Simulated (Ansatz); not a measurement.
**H$_{2}$OSSe: density, localisation and related maps**

Input file:

```
crystal:
  periodic: [false, false, false]
  atoms:
    - { symbol: S, position_ang: [-1.03214, -1.2287, 0.20709] }
    - { symbol: O, position_ang: [-0.13919, -0.05069, 0.88704] }
    - { symbol: Se, position_ang: [1.61842, 0.40301, 0.33603] }
    - { symbol: H, position_ang: [-1.59239, -0.50063, -0.78656] }
    - { symbol: H, position_ang: [2.23819, -0.53313, 1.26969] }
basis:
  gaussian: { orbitals: def2-SVP }
hamiltonian:
  xc: b3lyp
  dispersion: d4
relax:
  f_tol: 0.015
  max_steps: 40
output:
  orbitals: {}
```

Run with:

```sh
ansatz run input.yaml --threads 1 --pin off --max-ram 2048MiB --backend cpu --events-out ev --progress --plain --runs-dir out
```

The fields are those of the relaxed geometry.

These are results of RKS B3LYP-D4/def2-SVP in Ansatz, not measurements.

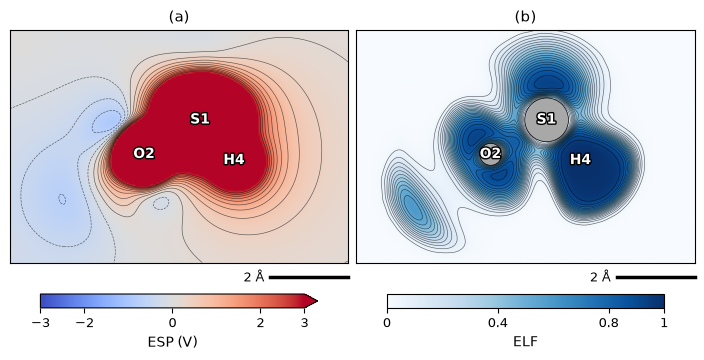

Figure 1. (a) electrostatic potential; (b) ELF on the plane of atoms O2, S1 and H4. Grey discs cover the atomic cores in the ELF map.

> Read the bonding off the picture.

- The section cuts through S, O and H sites.
- S–O (1.69 Å): the ELF peaks at about 0.80 between the atoms, as expected for a polar covalent bond.
- S–H (1.36 Å): the ELF climbs to about 1 towards the hydrogen, as it does in any bond to H.
- The ELF also peaks beside O2 and S1, away from the bonds: lone-pair regions.
- Outside the dense part of the molecule the potential is most negative (−0.9 V) near O2.

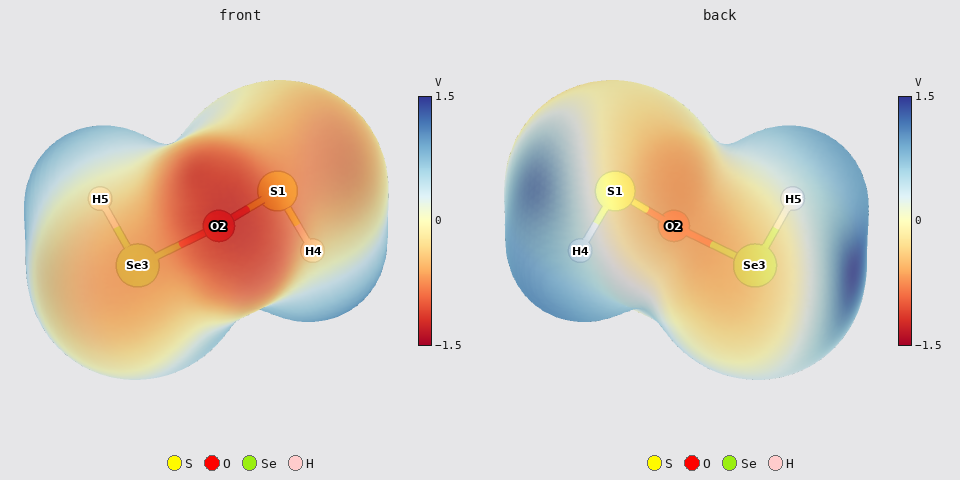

Figure 2. The molecular electrostatic potential painted on the density surface at 0.001 e/bohr³, seen from the front and from behind; red is negative and blue positive.

> Which sites attract a positive test charge, and which a negative one?

A positive charge is drawn to the negative regions and a negative charge to the positive ones. The most negative region (about −1.3 V) lies over O2, the most positive (about +1.4 V) over Se3. O2 is the likeliest acceptor of a hydrogen bond.

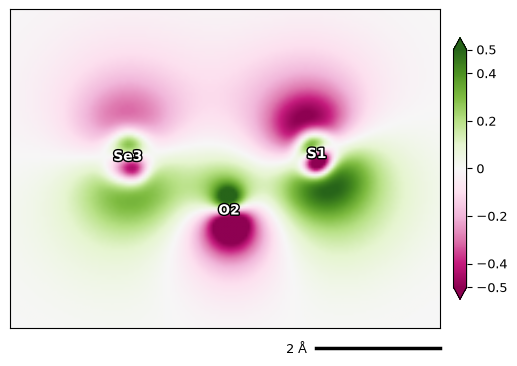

Figure 3. The HOMO−1 on the plane of atoms S1, O2 and Se3 (values in Å⁻³ᐟ²; the overall sign is arbitrary).

> Describe this orbital and give its energy.

It lies mainly on S1 (about 50 %), Se3 (about 30 %) and O2 (about 15 %). Its energy is −6.72 eV.

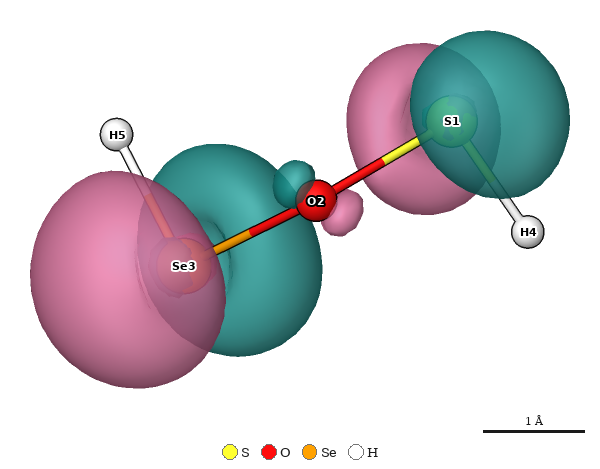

Figure 4. One frontier orbital at ±0.15 Å⁻³ᐟ² (teal and pink are the two phases), seen across its widest extent.

> Which orbital is it: HOMO or LUMO?

The HOMO, at −6.54 eV. By Hirshfeld shares it lies mainly on Se3 (about 65 %) and S1 (about 30 %).
